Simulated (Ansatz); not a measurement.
## Convergence of a linear-scaling basis for Ta(100)/ZrC(100) interface (56 atoms)

Wanted: errors and times of a linear-scaling basis for Ta(100)/ZrC(100) interface (56 atoms). A setting counts as converged where the r.m.s. difference of forces stays under 1 % of the r.m.s. force.

Main program and level: Ansatz 0.2.0; Kohn-Sham DFT, PBE, PAW (set soft_2), plane waves.

## (1) Starting point

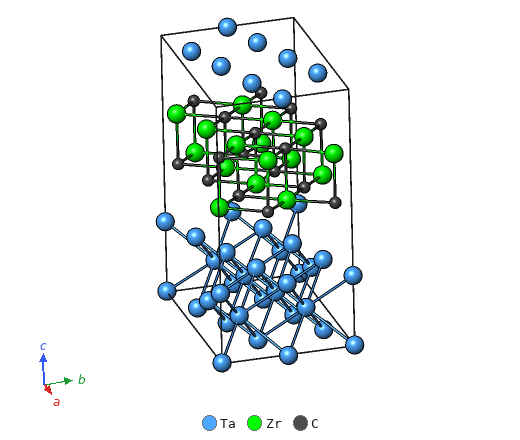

The cell as given, from the side, with the c axis up (tantalum blue, zirconium green, carbon dark grey). Bonds to atoms that aren't drawn are left out. Some periodic images of atoms are drawn too.

The cell holds 56 atoms: 24 Ta, 16 Zr and 16 C. Cell: a = 13.619 Å, b = 6.606 Å, c = 11.983 Å, α = 90.0°, β = 90.0°, γ = 104.0°. It derives from Ta and ZrC. Bcc Ta(100), 3 repeat layers, 8 surface cells, strained -0.00 and +0.00 %; rock-salt ZrC(100), 2 layers, 8 cells, -0.57 and -0.57 %; outer planes 3.13 Å apart and 3.19 Å at the second interface of the periodic stack; not relaxed, displaced by a Gaussian of 0.02 Å. Regions: Ta, 24 atoms (24 Ta); ZrC, 32 atoms (16 Zr and 16 C).

What the set-up can't give: The host structure and its lattice constant were typed by rule, without a check against the phase diagram. The levels lack spin–orbit coupling, which is large for the heavy elements here.

## (2) Plane-wave single point

The first run fixes the reference, at a cutoff of 420 eV.

Contents of input.yaml:

```yaml
crystal:
  lattice:
    - [13.6186, 0.0, 0.0]
    - [-1.60219, 6.40876, 0.0]
    - [0.0, 0.0, 11.98281]
  atoms:
    - { symbol: Ta, position: [0.74901, 0.37477, 0.99677] }
    - { symbol: Ta, position: [0.62486, 0.56612, 0.1359] }
    - { symbol: Ta, position: [0.50093, 0.25041, 0.27668] }
    - { symbol: Ta, position: [0.74998, 0.86997, 0.00216] }
    - { symbol: Ta, position: [0.62415, 0.05885, 0.13613] }
    - { symbol: Ta, position: [0.4996, 0.74949, 0.27542] }
    - { symbol: Ta, position: [0.5014, 0.24561, 0.00285] }
    - { symbol: Ta, position: [0.3743, 0.43759, 0.13782] }
    - { symbol: Ta, position: [0.2501, 0.12537, 0.27507] }
    - { symbol: Ta, position: [0.49919, 0.74832, 0.99811] }
    - { symbol: Ta, position: [0.3747, 0.94134, 0.13519] }
    - { symbol: Ta, position: [0.24972, 0.63214, 0.27376] }
    - { symbol: Ta, position: [0.25171, 0.12551, 0.99947] }
    - { symbol: Ta, position: [0.12486, 0.3158, 0.13634] }
    - { symbol: Ta, position: [0.00019, 0.99921, 0.2739] }
    - { symbol: Ta, position: [0.24982, 0.62243, 0.99854] }
    - { symbol: Ta, position: [0.12592, 0.81284, 0.13799] }
    - { symbol: Ta, position: [0.00023, 0.50268, 0.27774] }
    - { symbol: Ta, position: [0.00089, 0.99923, 0.00341] }
    - { symbol: Ta, position: [0.87387, 0.18755, 0.13865] }
    - { symbol: Ta, position: [0.7516, 0.87649, 0.27563] }
    - { symbol: Ta, position: [0.99853, 0.50102, 0.99685] }
    - { symbol: Ta, position: [0.87694, 0.68934, 0.13717] }
    - { symbol: Ta, position: [0.74723, 0.37442, 0.27618] }
    - { symbol: Zr, position: [0.0261, 0.22567, 0.53492] }
    - { symbol: C, position: [0.90327, 0.41022, 0.53626] }
    - { symbol: Zr, position: [0.8998, 0.4202, 0.73499] }
    - { symbol: C, position: [0.02551, 0.22519, 0.7364] }
    - { symbol: Zr, position: [0.77781, 0.09793, 0.53933] }
    - { symbol: C, position: [0.65371, 0.29434, 0.53731] }
    - { symbol: Zr, position: [0.64961, 0.28629, 0.73478] }
    - { symbol: C, position: [0.77742, 0.10378, 0.73415] }
    - { symbol: Zr, position: [0.52882, 0.97774, 0.53581] }
    - { symbol: C, position: [0.40437, 0.1668, 0.53623] }
    - { symbol: Zr, position: [0.40131, 0.16464, 0.73549] }
    - { symbol: C, position: [0.52811, 0.97242, 0.73376] }
    - { symbol: Zr, position: [0.27469, 0.84729, 0.53658] }
    - { symbol: C, position: [0.15431, 0.04512, 0.53882] }
    - { symbol: Zr, position: [0.15456, 0.04146, 0.73436] }
    - { symbol: C, position: [0.27859, 0.85252, 0.73394] }
    - { symbol: Zr, position: [0.02935, 0.726, 0.5363] }
    - { symbol: C, position: [0.90296, 0.91806, 0.53624] }
    - { symbol: Zr, position: [0.90308, 0.91582, 0.72827] }
    - { symbol: C, position: [0.02816, 0.73091, 0.73317] }
    - { symbol: Zr, position: [0.77913, 0.60471, 0.53426] }
    - { symbol: C, position: [0.65175, 0.78903, 0.53514] }
    - { symbol: Zr, position: [0.65197, 0.79437, 0.73183] }
    - { symbol: C, position: [0.77622, 0.60188, 0.73449] }
    - { symbol: Zr, position: [0.52991, 0.47747, 0.53606] }
    - { symbol: C, position: [0.40325, 0.6668, 0.53693] }
    - { symbol: Zr, position: [0.40126, 0.66267, 0.73475] }
    - { symbol: C, position: [0.52816, 0.47944, 0.73386] }
    - { symbol: Zr, position: [0.27696, 0.3512, 0.53818] }
    - { symbol: C, position: [0.15131, 0.53545, 0.54106] }
    - { symbol: Zr, position: [0.15313, 0.53859, 0.73409] }
    - { symbol: C, position: [0.27836, 0.35392, 0.73422] }
kpoints:
  mp_grid: { grid: [2, 3, 2] }
hamiltonian:
  xc: pbe
scf:
  occupations: { method: fermi_dirac, width: 0.1 }
output:
  forces: true
  stress: true
  populations: true
  dos:
    method: { smearing: { sigma: 0.15 } }
    de: 0.1
    projected:
      site_lists:
        C: [C]
        Ta: [0, 1, 2, 3, 4, 5, 6, 7, 8, 9, 10, 11, 12, 13, 14, 15, 16, 17, 18, 19, 20, 21, 22, 23]
        Zr: [Zr]
        ZrC: [24, 25, 26, 27, 28, 29, 30, 31, 32, 33, 34, 35, 36, 37, 38, 39, 40, 41, 42, 43, 44, 45, 46, 47, 48, 49, 50, 51, 52, 53, 54, 55]
  eigenvalues: true
  write_density: true
  write_potential: true
  volumetric_format: npy
```

The run is started by

```bash
$ ansatz run input.yaml --threads 4 --pin off --max-ram 8192MiB --backend cpu --events-out ev --progress --plain --runs-dir out
```

Numbers of over 12 decimals in the logs are rounded to 6 here.

The log of the run:

```text
Engine: ansatz 0.2.0, x86_64-unknown-linux-gnu
Pseudopotentials: kind: paw
Pseudopotential: Ta, paw, valence charge 13, recommended cutoff 420 eV (normal), Ta.paw.azcp
Pseudopotential: Zr, paw, valence charge 12, recommended cutoff 420 eV (normal), Zr.paw.azcp
Pseudopotential: C, paw, valence charge 4, recommended cutoff 420 eV (normal), C.paw.azcp
[... 5 lines on functional and potentials left out ...]
Crystal: 56 atoms, lattice volume = 1045.840 Å³
Basis set: ecut = 420 eV, 20443 PW (Γ), exchange–correlation on 192×90×162 points (8 copies of the dense FFT grid, shifted against one another)
Bands: 341, of which v1, the nominal top of the filled ones, is band 284 counted from 1 (283 counted from 0)
Symmetry: 1 space group operations
Space group: P1 (ITA 1), of the structure as read, at distance tolerance 1.0e-4 Å
k-points: 8 of 12 (time reversal used)
[... 7 lines on functional and potentials left out ...]
Initial density: superposition of atomic densities (neutral atoms: chi_scale 0, normalization atom), corrected by the library's trained network
Initial wavefunctions: pseudopotential atomic-orbital guess
Functional: x = pbe(κ = 0.804, μ = 0.219515), c = pbe(β = 0.066725)
SCF iter   1: F=—  HF=-309321.229440 eV  |F-HF|=—  |Δ(HF+E_count)|=         —  Δρ=8.16e-3  dr2=6.78e0  ethr=1.77e-3  ⟨swp⟩=9.2  Hψ=12649  notcnv=0
preconditioner: auto → Kerker (q_TF=auto, 2.464 Å⁻¹)  [metal: Δε(μ)=0.016 eV  Ē_g=4.361 eV  σ=0.100 eV  W_gap=0.04  n_scr=268 (ndim 8)  ℏωp=18.1 eV  f_vac=0.000  D(μ)=48.67/eV (n_scr^D=444)]
SCF iter   2: F=—  HF=-309320.987675 eV  |F-HF|=—  |Δ(HF+E_count)|=   2.42e-1  Δρ=4.66e-3  dr2=3.03e0  ethr=1.19e-3  ⟨swp⟩=1.0  Hψ=3144  notcnv=0
SCF iter   3: F=—  HF=-309320.828285 eV  |F-HF|=—  |Δ(HF+E_count)|=   1.59e-1  Δρ=7.77e-4  dr2=3.36e-2  ethr=5.34e-4  ⟨swp⟩=1.9  Hψ=2813  notcnv=0
SCF iter   4: F=—  HF=-309320.825933 eV  |F-HF|=—  |Δ(HF+E_count)|=   2.35e-3  Δρ=2.90e-4  dr2=3.09e-3  ethr=5.91e-6  ⟨swp⟩=2.0  Hψ=3075  notcnv=0
SCF iter   5: F=—  HF=-309320.825544 eV  |F-HF|=—  |Δ(HF+E_count)|=   3.89e-4  Δρ=7.19e-5  dr2=1.16e-4  ethr=5.45e-7  ⟨swp⟩=2.0  Hψ=3610  notcnv=0
SCF iter   6: F=—  HF=-309320.825546 eV  |F-HF|=—  |Δ(HF+E_count)|=   2.59e-6  Δρ=2.12e-5  dr2=7.62e-6  ethr=2.05e-8  ⟨swp⟩=2.0  Hψ=4242  notcnv=0
SCF iter   7: F=—  HF=-309320.826738 eV  |F-HF|=—  |Δ(HF+E_count)|=   1.19e-3  Δρ=5.83e-6  dr2=5.51e-7  ethr=1.34e-9  ⟨swp⟩=2.0  Hψ=4375  notcnv=0
SCF iter   8: F=-309320.826738 eV  HF=-309320.826738 eV  |F-HF|=1.47e-8  |Δ(HF+E_count)|=   2.36e-8  Δρ=1.46e-6  dr2=4.54e-8  ethr=1.76e-11  ⟨swp⟩=16.8  Hψ=18264  notcnv=0
SCF 1 converged in 8 iterations: F = -309320.826738 eV  dr2 = 4.54e-8
  greatest PAW one-centre occupation: 1.000 electrons in one spin orbital (limit 2), on the Ta atom at site 10 (counted from 0), in its partial waves of l = 0
SCF converged after 8 iterations
Free energy (F): -309320.826738 eV
Harris-Foulkes:  -309320.826738 eV  (|F-HF|=1.47e-8)
Internal energy: -309319.264577 eV  (E = F + TS)
E sigma→0 (E₀):  -309320.045658 eV
Entropy (-TS):   -1.562161 eV (-27.896 meV/atom)
Fermi energy:    13.317159 eV
--- Per-component energies (eV) ---
  E_band       = -5493.810079
  E_kinetic    = 15381.005025
  E_local      = -33397.881145  (includes V_loc(G=0)·N_el)
  E_nonlocal   = 2022.014778
  E_hartree    = 11699.194202
  E_xc         = -8551.003909
  E_vxc        = -8841.138508  (∫ρ·V_xc dr)
  E_paw        = -250335.787705  (= ΣΔE_a)
  E_vpaw       = -4056.210905  (= ΣTr[D̂ρ^β])
  E_aug_tail   = 0.004080  (compensation charges beyond the density's cutoff)
  E_ewald      = -46136.809903
  E_smearing   = -1.562161  (= −TS)
  E_closure    = -0.000000  (closes the sum)
  Σ components = -309320.826738   (vs F -309320.826738, Δ=0.00e0)
--- Forces (eV/Å), atoms counted from 1 ---
  atom   1  Ta     0.29185235     0.42562387     0.54305355
  atom   2  Ta     0.11197949    -0.35982788     0.23438818
  atom   3  Ta    -0.26356231    -0.27416704    -0.44728233
  atom   4  Ta     0.29248874     0.33851761     0.35458038
  atom   5  Ta     0.09489144     0.25228860     0.18053112
  atom   6  Ta    -0.43098995    -0.31536502    -0.33360162
  atom   7  Ta     0.15371604     0.38819780     0.21381613
  atom   8  Ta     0.08827552     0.09307410    -0.00197427
  atom   9  Ta    -0.29279045    -0.31621011    -0.35917819
  atom  10  Ta     0.16375225     0.37488312     0.45966318
  atom  11  Ta     0.14750672    -0.31883832     0.22965623
  atom  12  Ta    -0.22592881    -0.34490358    -0.36221133
  atom  13  Ta     0.10402514     0.46029790     0.51159697
  atom  14  Ta     0.00906158    -0.18515043     0.13171884
[...]
atom  55  Zr    -0.61054621    -0.13272102     0.01493787
  atom  56  C     -0.10531647    -0.28970696    -0.11962078
  max |Σ_I F_I| component: 9.78e-5 eV/Å
--- Stress (GPa, compression-positive) ---
       -8.519217      -0.254358       2.056387
       -0.254358      -8.164708       1.864635
        2.056387       1.864635     -12.917643
  P = ⅓ Tr σ = -9.8672 GPa (-98.672 kbar)
--- Band table (eV; the first three rows and the last of 8) ---
  k-point 0: bands = ["-54.9035", "-54.8967", "-54.8884", "-54.8793", [... 325 levels ...], "15.4298", "15.5004", "15.5407", "15.5520", "15.5535", "15.5718", "15.5999", "15.6077", "15.7361", "15.7946", "15.8449", "15.8608"]
[...]
--- Löwdin populations: 56 sites ---
  site symbol       q [e]
     0     Ta     12.7618
     1     Ta     12.9470
     2     Ta     12.7521
[...]
55      C      4.7681
  spilling = 0.005762 (of n_electrons = 568.000000)
```

Run time: 79 s. Hardware: 4 threads of Intel Xeon 6975P-C (Granite Rapids), shared host; peak memory 6.4 GiB.

The run gave:

```
free energy                             : -309320.8267 eV
free energy per atom                    : -5523.5862 eV/atom
SCF cycles                              : 8
pressure                                : -9.867 GPa
r.m.s. force component                  : 0.2974 eV/Å
longest force                           : 1.132 eV/Å
Fermi energy                            : 13.32 eV
levels partly filled by over 2 per cent : 147
spilling of the projection              : 0.005762
```

The r.m.s. force component of 0.30 eV/Å sets the scale for the differences below.

## (3) Support functions medium

The cell is solved in localised support functions. The level medium gives here a grid of 60×30×54 points and a radius of 3.87 Å.

This step: Kohn-Sham DFT, PBE, PAW (set soft_2), localised support functions (medium) (Ansatz 0.2.0).

input.yaml, the sections that differ from step 2:

```yaml
scf:
  occupations: { method: fermi_dirac, width: 0.1 }
  eigensolver: { kind: { support_functions: { accuracy: medium } } }
  max_iter: 150
output:
  forces: true
# crystal, kpoints, hamiltonian: as in step 2
```

The log of the run:

```text
Warning: scf.eigensolver.kind.support_functions: disabling space-group detection — the functions' gradient is summed over unrotated k-points, so no spatial operation reduces the k-mesh or symmetrises the density; time reversal is kept, so that k and −k are solved as one point where they differ and the mesh holds both, and exact exchange and, on two spinor components, a DFT+U term hold to it where the run has them: [...]
settings of this run that can trade accuracy for cost: scf.eigensolver.kind.support_functions [...]
[...]
Crystal: 56 atoms, lattice volume = 1045.840 Å³
Basis set: ecut = 420 eV, 20443 PW (Γ), exchange–correlation on 192×90×162 points (8 copies of the dense FFT grid, shifted against one another)
Bands: 341, of which v1, the nominal top of the filled ones, is band 284 counted from 1 (283 counted from 0)
Symmetry: 1 space group operations
k-points: 8 of 12 (time reversal used)
[...]
Eigensolver: Support functions (medium, 60×30×54 points, laid for a spacing of at most 0.228497 Å, radius 3.865392 Å, up to 3.920449 Å in less dense regions, 3 species' potentials softened for the grid, 2 wholly corrected for its errors in the mean over positions, 3 with the egg-box correction, energy correction by stochastic trace)
[...]
SCF iter   1: F=—  HF=-309329.744725 eV  |F-HF|=—  |Δ(HF+E_count)|=         —  Δρ=7.90e-2  dr2=2.04e2  ethr=1.00e-1
[...]
SCF iter   9: F=—  HF=-309320.834677 eV  |F-HF|=—  |Δ(HF+E_count)|=   6.08e-3  Δρ=1.83e-5  dr2=6.33e-6  ethr=6.14e-9  κ⁻¹=9.4e-8(r=7)
SCF iter  10: F=-309320.839225 eV  HF=-309320.839225 eV  |F-HF|=3.41e-7  |Δ(HF+E_count)|=   4.55e-3  Δρ=5.25e-6  dr2=5.57e-7  ethr=1.12e-9
SCF 1 converged in 10 iterations: F = -309320.889418 eV  dr2 = 5.57e-7
[...]
SCF converged after 10 iterations
Stability not checked: this state was not tested for a lower state beside it, because the mixer in use, unlike msr1, does not test its closes by its own steps (another_mixer; see scf.mixing.algorithm and scf.lower_state_search)
Free energy (F): -309320.889418 eV
[...]
Internal energy: -309319.330273 eV  (E = F + TS)
E sigma→0 (E₀):  -309320.109845 eV
Entropy (-TS):   -1.559145 eV (-27.842 meV/atom)
Fermi energy:    13.317806 eV
[...]
Σ components = -309320.889418   (vs F -309320.889418, Δ=0.00e0)
--- Forces (eV/Å), atoms counted from 1 ---
  atom   1  Ta     0.29202789     0.42484575     0.54576315
  atom   2  Ta     0.11305630    -0.35948157     0.23379820
  atom   3  Ta    -0.26240951    -0.27554161    -0.45056575
  atom   4  Ta     0.29280851     0.33812084     0.35849297
[...]
atom  56  C     -0.10566875    -0.29019808    -0.12046316
  max |Σ_I F_I| component: 4.75e-3 eV/Å
--- Band table (eV; the first three rows and the last of 8) ---
[...]
guard bands above this table: 30 of the run's 341 bands (output.publish_guard_bands: true publishes all)
[...]
```

It took 64 s on 4 threads; peak memory 3 GiB; 3.9 min of CPU time.

The program notes that the band table was not solved further than the SCF left it and it switched symmetry off.

Keys that differ from the reference: support_functions.accuracy = "medium" and scf.max_iter = 150.

Forces differ from the reference by 1.8 meV/Å r.m.s., 0.61 % of their size, within a tolerance of 1 %; the energy by -1.1 meV/atom.

## (4) Support functions low

The level low is asked for. Here it resolves to the same grid and radius as in the run with support functions medium, so the basis is not new.

This step: Kohn-Sham DFT, PBE, PAW (set soft_2), localised support functions (low) (Ansatz 0.2.0).

input.yaml, the sections that differ from step 3:

```yaml
scf:
  occupations: { method: fermi_dirac, width: 0.1 }
  eigensolver: { kind: { support_functions: { accuracy: low } } }
  max_iter: 150
# crystal, kpoints, hamiltonian, output: as in step 3
```

The log of the run:

```text
[...]
Crystal: 56 atoms, lattice volume = 1045.840 Å³
Basis set: ecut = 420 eV, 20443 PW (Γ), exchange–correlation on 192×90×162 points (8 copies of the dense FFT grid, shifted against one another)
Bands: 341, of which v1, the nominal top of the filled ones, is band 284 counted from 1 (283 counted from 0)
Symmetry: 1 space group operations
k-points: 8 of 12 (time reversal used)
[...]
Eigensolver: Support functions (low, 60×30×54 points, laid for a spacing of at most 0.228497 Å, radius 3.865392 Å, up to 3.920449 Å in less dense regions, 3 species' potentials softened for the grid, 2 wholly corrected for its errors in the mean over positions, 3 with the egg-box correction, energy correction by stochastic trace)
[...]
SCF iter   1: F=—  HF=-309329.744725 eV  |F-HF|=—  |Δ(HF+E_count)|=         —  Δρ=7.90e-2  dr2=2.04e2  ethr=1.00e-1
[...]
SCF iter   8: F=—  HF=-309320.828600 eV  |F-HF|=—  |Δ(HF+E_count)|=   8.97e-3  Δρ=4.12e-5  dr2=3.49e-5  ethr=4.90e-8  κ⁻¹=7.0e-7(r=6)
SCF iter   9: F=-309320.834673 eV  HF=-309320.834677 eV  |F-HF|=3.17e-6  |Δ(HF+E_count)|=   6.08e-3  Δρ=1.83e-5  dr2=6.33e-6  ethr=6.14e-9
SCF 1 converged in 9 iterations: F = -309320.889272 eV  dr2 = 6.33e-6
[...]
SCF converged after 9 iterations
[...]
Free energy (F): -309320.889272 eV
[...]
Internal energy: -309319.330391 eV  (E = F + TS)
E sigma→0 (E₀):  -309320.109831 eV
Entropy (-TS):   -1.558881 eV (-27.837 meV/atom)
Fermi energy:    13.317829 eV
[...]
Σ components = -309320.889272   (vs F -309320.889272, Δ=0.00e0)
--- Forces (eV/Å), atoms counted from 1 ---
  atom   1  Ta     0.29184970     0.42488713     0.54777002
  atom   2  Ta     0.11316780    -0.35933592     0.23364974
  atom   3  Ta    -0.26209266    -0.27557371    -0.45229291
  atom   4  Ta     0.29271353     0.33784047     0.36063440
[...]
atom  56  C     -0.10563348    -0.29024196    -0.12051698
  max |Σ_I F_I| component: 6.28e-3 eV/Å
--- Band table (eV; the first three rows and the last of 8) ---
[...]
```

It took 59 s on 4 threads; peak memory 3 GiB.

Keys that differ from the reference: support_functions.accuracy = "low" and scf.max_iter = 150.

Forces differ from the reference by 2.9 meV/Å r.m.s., 0.96 % of their size, within a tolerance of 1 %; the energy by -1.1 meV/atom.

## (5) Support functions medium, radius 3.75 Å

The radius confines each support function; a larger one gives more freedom and more work per atom.

This step: Kohn-Sham DFT, PBE, PAW (set soft_2), localised support functions (medium) (Ansatz 0.2.0).

input.yaml, the sections that differ from step 4:

```yaml
scf:
  occupations: { method: fermi_dirac, width: 0.1 }
  eigensolver: { kind: { support_functions: { accuracy: medium, radius: 3.75 } } }
  max_iter: 150
# crystal, kpoints, hamiltonian, output: as in step 4
```

The log of the run:

```text
[...]
Crystal: 56 atoms, lattice volume = 1045.840 Å³
Basis set: ecut = 420 eV, 20443 PW (Γ), exchange–correlation on 192×90×162 points (8 copies of the dense FFT grid, shifted against one another)
Bands: 341, of which v1, the nominal top of the filled ones, is band 284 counted from 1 (283 counted from 0)
Symmetry: 1 space group operations
k-points: 8 of 12 (time reversal used)
[...]
SCF iter   1: F=—  HF=-309328.557372 eV  |F-HF|=—  |Δ(HF+E_count)|=         —  Δρ=7.91e-2  dr2=2.06e2  ethr=1.00e-1
[...]
SCF iter   9: F=—  HF=-309320.808450 eV  |F-HF|=—  |Δ(HF+E_count)|=   8.67e-3  Δρ=1.79e-5  dr2=6.24e-6  ethr=6.13e-9  κ⁻¹=9.2e-8(r=7)
SCF iter  10: F=-309320.815001 eV  HF=-309320.815001 eV  |F-HF|=5.44e-7  |Δ(HF+E_count)|=   6.55e-3  Δρ=5.67e-6  dr2=7.91e-7  ethr=1.10e-9
SCF 1 converged in 10 iterations: F = -309320.888569 eV  dr2 = 7.91e-7
[...]
SCF converged after 10 iterations
[...]
Free energy (F): -309320.888569 eV
[...]
Internal energy: -309319.330487 eV  (E = F + TS)
E sigma→0 (E₀):  -309320.109528 eV
Entropy (-TS):   -1.558082 eV (-27.823 meV/atom)
Fermi energy:    13.318131 eV
[...]
Σ components = -309320.888569   (vs F -309320.888569, Δ=0.00e0)
--- Forces (eV/Å), atoms counted from 1 ---
  atom   1  Ta     0.29203813     0.42487855     0.54371476
  atom   2  Ta     0.11248970    -0.35957651     0.23418725
  atom   3  Ta    -0.26333547    -0.27389362    -0.44877197
  atom   4  Ta     0.29303190     0.33852154     0.35927772
[...]
atom  56  C     -0.10539898    -0.29053122    -0.12089120
  max |Σ_I F_I| component: 7.36e-3 eV/Å
--- Band table (eV; the first three rows and the last of 8) ---
[...]
```

The job ended after 60 s (4 threads; peak memory 2.8 GiB).

Keys that differ from the reference: support_functions.accuracy = "medium", support_functions.radius = 3.75 and scf.max_iter = 150.

Forces differ from the reference by 2.1 meV/Å r.m.s., 0.70 % of their size, within a tolerance of 1 %; the energy by -1.1 meV/atom.

(Continued in part 2 of 2.)

[Logs are printed without paths, hosts, clocks, repeated set-up lines and the standing remarks that a program may print on its own settings, such as how far it seeks lower states.]

[Hosts, paths, dates, database ids (printed as entryN), source tags and the programs' standing remarks are cut or masked in the printed files.]
